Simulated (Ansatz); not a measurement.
# C2H6BF: rigid scan of one bond length, by script

Wanted for C2H6BF: a rigid scan of one bond length. SMILES: BCCF.

Program: the Python package of Ansatz 0.2.0. Level of theory: r2SCAN/cc-pVDZ. These are calculated values, not measurements.

## (1) The structure

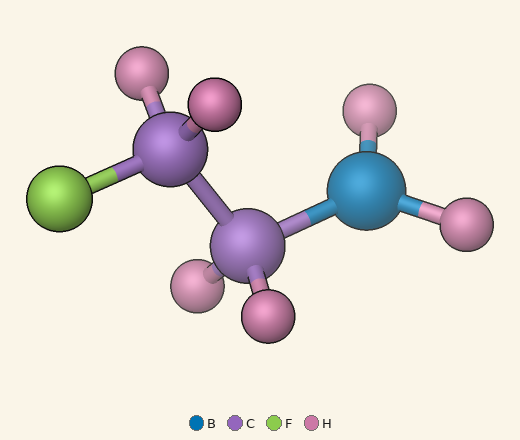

The starting structure, viewed from a chosen angle; boron blue, carbon purple, fluorine green, hydrogen pink.

The script holds or builds the structure itself.

## (2) The code

scan.py reads:

```python
import ansatz as az
import matplotlib.pyplot as plt
import numpy as np

BASIS_SET = "cc-pVDZ"
XC = "r2SCAN"

GEOMETRY = """
B    -1.10080    0.59540   -0.65760
C    -0.20830   -0.55540   -0.20030
C     0.93390   -0.03130    0.61420
F     1.83880   -1.08270    1.01240
H    -1.31840    0.83610   -1.83820
H    -1.68920    1.33600    0.13070
H     0.20750   -1.08070   -1.09200
H    -0.76400   -1.24780    0.40070
H     0.60120    0.50350    1.58080
H     1.58240    0.67550    0.05230
"""

molecule = az.Crystal.molecule()
for line in GEOMETRY.strip().splitlines():
    symbol, *xyz = line.split()
    molecule = molecule.atom(symbol, [float(v) for v in xyz])

symbols = [site.symbol for site in molecule.cartesian_sites]
start = np.array([site.position_ang for site in molecule.cartesian_sites])
axis = (start[5] - start[0]) / np.linalg.norm(start[5] - start[0])
moving = [5]
lengths, energies = [1.084, 1.133, 1.182, 1.231, 1.281, 1.33, 1.379, 1.453], []
for length in lengths:
    xyz = start.copy()
    xyz[moving] += (length - np.linalg.norm(start[5] - start[0])) * axis
    point = az.Crystal.molecule()
    for symbol, place in zip(symbols, xyz):
        point = point.atom(symbol, place.tolist())
    setup = (
        point.calculation()
        .basis(gaussian=BASIS_SET)
        .functional(XC)
    )
    r = setup.run().report
    energies.append(r["free_energy_ev"])
    print(f"r = {length:6.3f} A  E = {energies[-1]:.5f} eV  <S^2> = {abs(r['mean_field']['state']['spin_squared']):.3f}")

fit = np.polynomial.Polynomial.fit(lengths, np.array(energies) - min(energies), 4).convert()
roots = [r.real for r in fit.deriv().roots() if abs(r.imag) < 1e-9 and fit.deriv(2)(r.real) > 0]
r_e = min(roots, key=lambda r: abs(r - lengths[int(np.argmin(energies))]))
print(f"minimum of the fit at {r_e:.4f} A, force constant {fit.deriv(2)(r_e):.2f} eV/A^2")
plt.figure(figsize=(4.5, 3))
plt.plot(lengths, np.array(energies) - min(energies), "o-")
plt.xlabel("bond length (A)")
plt.ylabel("E - E(min) (eV)")
plt.tight_layout()
plt.savefig("scan.png", dpi=100)
```

## (3) What the engine is handed

The package turns the script's settings into the engine's input (first run):

```yaml
crystal:
  periodic: [false, false, false]
  atoms:
    - { symbol: B, position_ang: [-1.1008, 0.5954, -0.6576] }
    - { symbol: C, position_ang: [-0.2083, -0.5554, -0.2003] }
    - { symbol: C, position_ang: [0.9339, -0.0313, 0.6142] }
    - { symbol: F, position_ang: [1.8388, -1.0827, 1.0124] }
    - { symbol: H, position_ang: [-1.3184, 0.8361, -1.8382] }
    - { symbol: H, position_ang: [-1.6188064710337027, 1.2473979477354864, 0.036391334323364624] }
    - { symbol: H, position_ang: [0.2075, -1.0807, -1.092] }
    - { symbol: H, position_ang: [-0.764, -1.2478, 0.4007] }
    - { symbol: H, position_ang: [0.6012, 0.5035, 1.5808] }
    - { symbol: H, position_ang: [1.5824, 0.6755, 0.0523] }
basis:
  gaussian:
    orbitals: cc-pVDZ
hamiltonian:
  xc: r2scan
```

## (4) The run

Started as:

```sh
$ python scan.py
```

Log:

```text
r =  1.084 A  E = -5560.82571 eV  <S^2> = 0.000
r =  1.133 A  E = -5560.97738 eV  <S^2> = 0.000
r =  1.182 A  E = -5561.04796 eV  <S^2> = 0.000
r =  1.231 A  E = -5561.05473 eV  <S^2> = 0.000
r =  1.281 A  E = -5561.01017 eV  <S^2> = 0.000
r =  1.330 A  E = -5560.92734 eV  <S^2> = 0.000
r =  1.379 A  E = -5560.81469 eV  <S^2> = 0.000
r =  1.453 A  E = -5560.60345 eV  <S^2> = 0.000
minimum of the fit at 1.2119 A, force constant 22.98 eV/A^2
```

Run time: 22 s. Hardware: 1 thread of AMD EPYC 7B13 (Zen 3), shared host; peak memory 0.24 GiB.

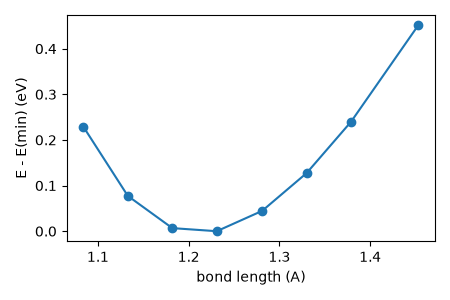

The script's own figure, scan.png.

## (5) What changed from run to run

The engine's inputs for some of the other runs:

Run 4, against run 1:

```diff
@@ -9 +9 @@
-    - { symbol: H, position_ang: [-1.6188064710337027, 1.2473979477354864, 0.036391334323364624] }
+    - { symbol: H, position_ang: [-1.6890527360170553, 1.335814643599985, 0.13050270530633012] }
```

Run 5, against run 1:

```diff
@@ -9 +9 @@
-    - { symbol: H, position_ang: [-1.6188064710337027, 1.2473979477354864, 0.036391334323364624] }
+    - { symbol: H, position_ang: [-1.7129460234263587, 1.365888349676345, 0.16251337570869923] }
```

Run 7, against run 1:

```diff
@@ -9 +9 @@
-    - { symbol: H, position_ang: [-1.6188064710337027, 1.2473979477354864, 0.036391334323364624] }
+    - { symbol: H, position_ang: [-1.759776866748594, 1.4248328135860107, 0.22525428969734293] }
```

## (6) The engine's runs

The 8 runs, in the order started:

| run | distance (Å) | energy from run 4 (eV) | SCF cycles | CPU time (s) |
| --- | --- | --- | --- | --- |
| 1 | 1.08 | 0.2290 | 17 | 2.5 |
| 2 | 1.13 | 0.0773 | 16 | 2.5 |
| 3 | 1.18 | 0.0068 | 17 | 2.5 |
| 4 | 1.23 | 0.0000 | 17 | 2.5 |
| 5 | 1.28 | 0.0446 | 16 | 2.5 |
| 6 | 1.33 | 0.1274 | 16 | 2.5 |
| 7 | 1.38 | 0.2400 | 16 | 2.5 |
| 8 | 1.45 | 0.4513 | 17 | 2.6 |

## (7) Results

```
                        quantity     value
bond length at the fit's minimum  1.2119 Å
                   runs compared         8
                 range of energy  0.451 eV
      lowest point, distance (Å)      1.23
```

The lowest point, at 1.23, lies inside the range. The ends stand 0.229 and 0.451 eV above it. The distance scanned is the script's pair 0, 5. Caveats:
- The rest of the molecule is held rigid at a force-field or estimated start geometry, and the basis set is modest; single-reference methods fail as a bond breaks.
- The orbitals are restricted, so S² is zero by construction.
